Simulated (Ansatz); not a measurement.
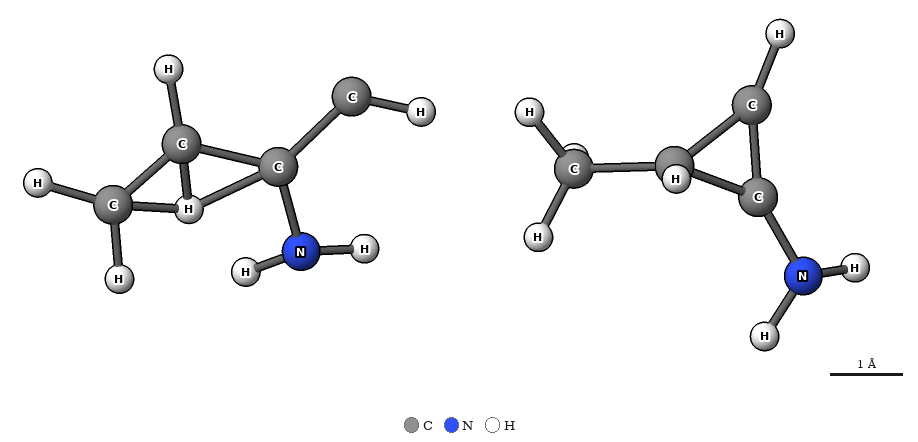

Two geometries of C4H7N, drawn at one scale. One is the start of a relaxation, the other its converged end. Style: ball-and-stick. Shown at a tilt.

Computed with RKS PBE0-D4/def2-SVP in Ansatz 0.2.0. (no spin polarisation; force threshold 0.02 eV/Å; at most 50 steps)

### Which of the two is the end point?

The right one is the relaxed one. The run prepares an end point of a later path (hydrogen shift) calculation, from a guessed geometry. The largest move after the best rigid fit is that of an H atom, 1.99 Å. By element the largest moves are H 1.99 Å, C 0.86 Å, N 0.70 Å. Near-neighbour distances that change, for instance: C–H 1.404 → 2.772 Å, C–H 1.090 → 2.169 Å, C–C 2.482 → 1.508 Å, C–C 1.285 → 1.517 Å. New bonds form, among them: C–C (2.48 → 1.51 Å). Bonds break, among them: C–H (1.09 → 2.17 Å). Bond angles that change, for instance: C–C–H 51.2° → 110.8°, C–C–C 118.7° → 65.0°, H–C–H 159.1° → 107.7°. The energy falls by 7.922 eV in 38 accepted moves (43 points after the start). The largest force component goes from 8.5 to 0.014 eV/Å. The line search rejected the trial steps at points 9, 18, 19, 22, 40 of the run. Cost: 2.8 min on 2 threads of Intel(R) Xeon(R) Platinum 8175M CPU @ 2.50GHz (Skylake/Cascade Lake), with other jobs on the host, peak memory 0.24 GiB.
